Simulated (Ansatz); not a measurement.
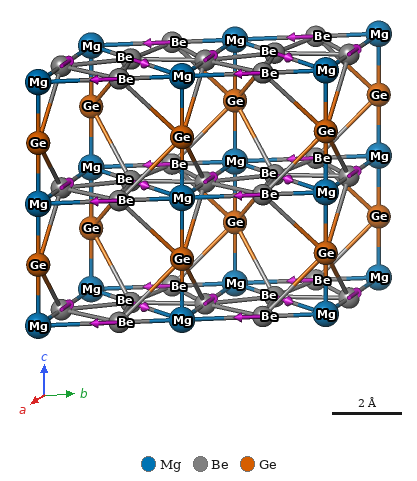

This is a relaxation of crystalline MgBe3Ge (a generated structure, set up in P-62m) (coarse preliminary run). The starting structure is drawn; purple arrows show the displacements (the part carried along by the change of the cell is left out), 3 times their true length.

Style: ball-and-stick. Shown: the cell of the calculation, repeated 1 × 2 × 2 with one cell outlined, slightly off an axis.

Method: Ansatz 0.2.0, DFT PBE, scalar-relativistic, plane waves, PAW.

Input file:
```yaml
crystal:
  lattice:
    - [4.24165194, 0.0, 0.0]
    - [-2.12082597, 3.67337833, 0.0]
    - [0.0, 0.0, 3.68917075]
  atoms:
    - { symbol: Mg, position: [0.0, 0.0, 0.0] }
    - { symbol: Be, position: [0.56270985, 0.0, 0.0] }
    - { symbol: Be, position: [0.0, 0.56270985, 0.0] }
    - { symbol: Be, position: [0.43729015, 0.43729015, 0.0] }
    - { symbol: Ge, position: [0.0, 0.0, 0.5] }
basis:
  ecutwfc: 420
kpoints:
  mp_grid: { grid: [6, 6, 6] }
hamiltonian:
  xc: pbe
scf:
  occupations: { method: gaussian, width: 0.1 }
  lower_state_search: "off"
output:
  forces: true
  stress: true
  eigenvalues: true
relax:
  adjacent_minimum: "off"
  f_tol: 0.04
  max_steps: 70
  cell: { stress_tol: 0.4 }
```

Launched with:
```bash
ansatz run input.yaml --threads 1 --pin off --max-ram 2560MiB --backend cpu --events-out ev --progress --plain --runs-dir out
```

> Atoms of which element are displaced furthest, and by how much?

Beryllium: up to 0.30 Å, against 0.00 Å for germanium.

> Describe the change and its energy.

The largest moves relative to the cell, 0.30 Å, are those of Be2, Be3 and Be4. Be4 goes along [1 1 0]. Ge and Mg stay in place. The volume changes by +72.0 %, with a = b 4.242 → 4.742 Å (+11.8 %), c 3.689 → 5.076 Å (+37.6 %). Near-neighbour distances that change, for instance: Be2–Ge5 2.616 → 3.473 Å, Mg1–Ge5 1.845 → 2.538 Å, Mg1–Be2 1.855 → 2.371 Å, Be2–Be3 2.170 → 2.371 Å. Among the angles between lasting bonds that change: Be2–Be3–Be4 144.5° → 120.0°, Be2–Be3–Be4 95.5° → 120.0°, Be2–Be3–Be2 155.5° → 180.0°. The space group (tolerance 0.01 Å) goes from P-62m (No. 189) to P6/mmm (No. 191). After 10 accepted moves (12 points after the start) the energy has fallen by 8.971 eV per cell of the calculation. Largest force component: 5.3 eV/Å at the start, under 0.0001 eV/Å at the end. The pressure goes from 71.32 to −0.03 GPa. The SCF was repeated twice at an unchanged geometry on a basis and grid sized afresh for the cell, which shifted the energy by 0.241 eV per cell of the calculation at most. Cost: 69 s on 1 thread of Arm Neoverse V1, with other jobs on the host, peak memory 0.36 GiB.
